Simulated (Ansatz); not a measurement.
The coordinates of a crystal:

```
Gd
1.0
     3.65157    0.00000    0.00000
    -1.82578    3.16235    0.00000
     0.00000    0.00000   23.77927
Gd
4
Cartesian
  0.0000 2.1082 7.5968
  1.8258 1.0541 10.3987
  0.0000 2.1082 13.3806
  1.8258 1.0541 16.1825
```

Q: Interpret the file: composition, symmetry and coordination.

A: The element is gadolinium. The cell holds four atoms. Gd takes two kinds of site: 2d with nine Gd at 3.51 to 3.65 Å; 2d with twelve Gd in an anticuboctahedral arrangement at 3.51 to 3.65 Å. The bonds build Gd layers parallel to (001).

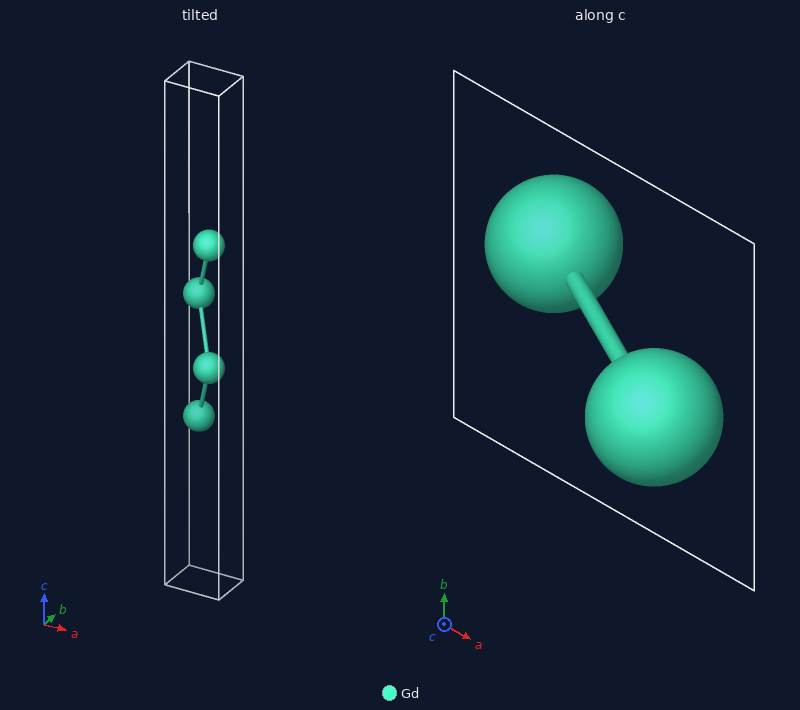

The figure gives a ball-and-stick picture of the atoms, viewed slightly off an axis and along the c axis. The parallelepiped is the simulation cell. Colours: gadolinium teal.

Its origin is the standard structure of this element; a slab was cut from it. Earlier steps of the study may have refined or changed the cell and positions. It went into a calculation with Ansatz.
